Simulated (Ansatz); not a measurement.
# CHClFNOSi (SMILES O=C=N[SiH](F)Cl) at PBE0/6-31G(d) (spherical functions)

Aim: the vertical singlet–triplet gap of CHClFNOSi at PBE0/6-31G* (spherical functions), from 2 runs. 

Program for the calculation: Ansatz 0.2.0.

144 further runs of the same task are left out: 144 set aside as unsound or not needed. Runs told in other sessions of the task aren't counted.

## (1) The molecule

CHClFNOSi has 7 atoms, charge 0, and is taken as a singlet. SMILES: `O=C=N[SiH](F)Cl`. The shape is that of a PBE0-D4/def2-TZVP optimisation. This is one conformer, not always the lowest.

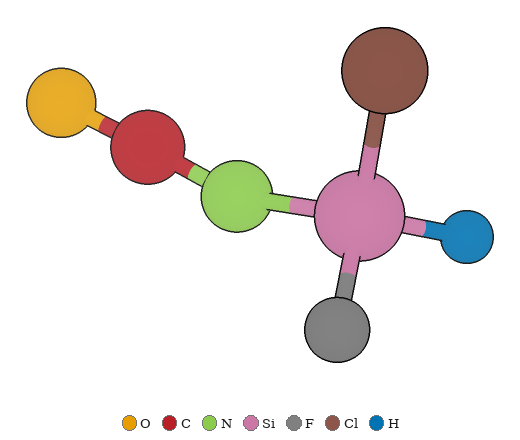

Viewed from a chosen angle; oxygen amber, carbon red, nitrogen green, silicon pink, fluorine grey, chlorine brown, hydrogen blue.

## (2) A single-point energy at PBE0/6-31G(d) (spherical functions)

molecule.yaml

```yaml
crystal:
  periodic: [false, false, false]
  atoms:
    - {symbol: O, position_ang: [0.815200, -2.357500, 1.658700]}
    - {symbol: C, position_ang: [0.512200, -1.559700, 0.874600]}
    - {symbol: "N", position_ang: [0.199300, -0.771000, 0.028300]}
    - {symbol: Si, position_ang: [-0.274200, 0.722000, -0.596700]}
    - {symbol: F, position_ang: [0.917700, 1.292700, -1.464400]}
    - {symbol: Cl, position_ang: [-0.652900, 2.033600, 0.904000]}
    - {symbol: H, position_ang: [-1.456100, 0.571700, -1.450200]}
basis:
  gaussian: {orbitals: 6-31G_st_-spherical.json}
hamiltonian: {xc: {name: PBE0}}
accuracy: high
output: {orbitals: {seedname: orbitals}}
```

The basis set 6-31G* is read from a file made from the Basis Set Exchange's data (not shown).

On the command line:

```console
$ ansatz run molecule.yaml --threads 1 --pin off --max-ram 3480MiB --events-out events.jsonl --progress --plain --runs-dir runs
```

Log:

```text
Warning: RAYON_NUM_THREADS=1 ignored (pool sized by the plan → 1); use --threads N
Functional definition: PBE0
  name "PBE0"
  parameter a = 0.25
  parameter kappa = 0.804
  parameter beta = 0.06672455060314922
  exchange = (1 - a)*pbe_x(kappa = kappa, mu = beta*pi^2/3) + a*exact_x
  correlation = pbe_c(beta = beta)
1979 factors; integrals over basis functions are off by at most 6.2e-9 eV
mean field evaluation 1: about -27690.0092 eV, gradient 5.4e1 eV
mean field evaluation 2: about -27685.9500 eV, gradient 7.2e1 eV
mean field evaluation 4: about -27694.9445 eV, gradient 1.5e0 eV
mean field evaluation 8: about -27695.2160 eV, gradient 4.6e-1 eV
mean field evaluation 16: about -27695.2164 eV, gradient 2.1e-5 eV
mean field -27695.21642418 eV, -1017.7804310965 hartree, gradient 9.6e-8 eV, S^2 0.000000; 0 other end points of the search recorded, 0 dependent functions left out
reference -27695.21642654 eV, -1017.7804311835 hartree; 31, 31 occupied and 63, 63 virtual orbitals, 1979 factors
Total energy: -27695.21642654 eV, -1017.7804311835 hartree
```

Run time: 8.4 s. Hardware: 1 thread of Arm Neoverse V2, shared host; peak memory 0.34 GiB.

## (3) The triplet, same level

molecule.yaml, as its differences from that of step 2:

```diff
@@ -11,5 +11,10 @@
 basis:
-  gaussian: {orbitals: 6-31G_st_-spherical.json}
-hamiltonian: {xc: {name: PBE0}}
+  gaussian:
+    orbitals: 6-31G_st_-spherical.json
 accuracy: high
 output: {orbitals: {seedname: orbitals}}
+hamiltonian:
+  xc: {name: PBE0}
+magnetization:
+  spin_polarized: true
+  initial_magnetization: 2
```

The basis set 6-31G* is read from a file made from the Basis Set Exchange's data (not shown).

On the command line:

```console
$ ansatz run molecule.yaml --threads 1 --pin off --max-ram 3480MiB --events-out events.jsonl --progress --plain --runs-dir runs
```

Log, cut to the lines that bear on the results:

```text
Warning: RAYON_NUM_THREADS=1 ignored (pool sized by the plan → 1); use --threads N
[... 7 set-up lines as earlier in the session ...]
1979 factors; integrals over basis functions are off by at most 6.2e-9 eV
mean field evaluation 1: about -27676.6999 eV, gradient 4.5e1 eV
mean field evaluation 2: about -27620.7205 eV, gradient 1.1e2 eV
mean field evaluation 4: about -27685.6623 eV, gradient 2.2e1 eV
mean field evaluation 8: about -27688.2349 eV, gradient 8.9e-1 eV
mean field evaluation 16: about -27688.5605 eV, gradient 1.0e-1 eV
mean field evaluation 32: about -27688.5664 eV, gradient 5.1e-2 eV
mean field -27688.56638677 eV, -1017.5360467295 hartree, gradient 2.1e-8 eV, S^2 2.005504; 4 other end points of the search recorded, 0 dependent functions left out
reference -27688.56638922 eV, -1017.5360468193 hartree; 32, 30 occupied and 62, 64 virtual orbitals, 1979 factors
Total energy: -27688.56638922 eV, -1017.5360468193 hartree
```

Run time: 37 s. Hardware: 1 thread of Arm Neoverse V2, shared host; peak memory 0.55 GiB.

## (4) Results

Level: PBE0/6-31G* (spherical functions).

| quantity | value |
| --- | --- |
| singlet: total energy | -1017.78043 Eh |
| singlet: HOMO energy | -9.28 eV |
| singlet: LUMO energy | -0.08 eV |
| singlet: HOMO–LUMO gap | 9.19 eV |
| triplet: total energy | -1017.53605 Eh |
| triplet: HOMO energy (highest over α and β) | -2.75 eV |
| triplet: ⟨S²⟩ | 2.006 |
| vertical energy of the triplet above the singlet | 6.650 eV |

**Reading.** At this shape the triplet lies 6.65 eV (642 kJ/mol) above the singlet.
